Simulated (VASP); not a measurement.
Input:

```yaml
crystal:
  lattice:
    - [0.00000, 2.25914, 2.25914]
    - [2.25914, 0.00000, 2.25914]
    - [2.25914, 2.25914, 0.00000]
  atoms:
    - { symbol: Ga, position: [0.00000, 0.00000, 0.00000] }
    - { symbol: N, position: [0.25000, 0.25000, 0.25000] }
```

The numbers are results of PBE GGA with D3 dispersion (Becke-Johnson damping), VASP's PBE PAW potentials (set 64) (plane waves; VASP), not measurements. Run with 520 eV cut-off, 11×11×11 Γ-centred mesh, tetrahedra with Blöchl corrections, potentials Ga_d N.

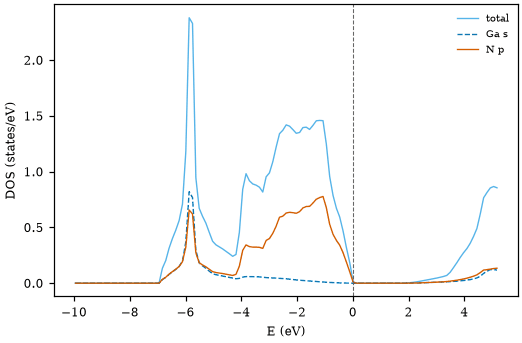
Total and projected density of states, zero at the valence-band maximum

Within 2 eV below the valence-band maximum the largest weight inside VASP's projection spheres is N p, then Ga p.

The gap is direct, 1.68 eV, from the valence maximum at Γ to the conduction minimum at Γ.

The compound is GaN in the zinc blende structure, a metastable form; wurtzite is the usual one. It was relaxed first.
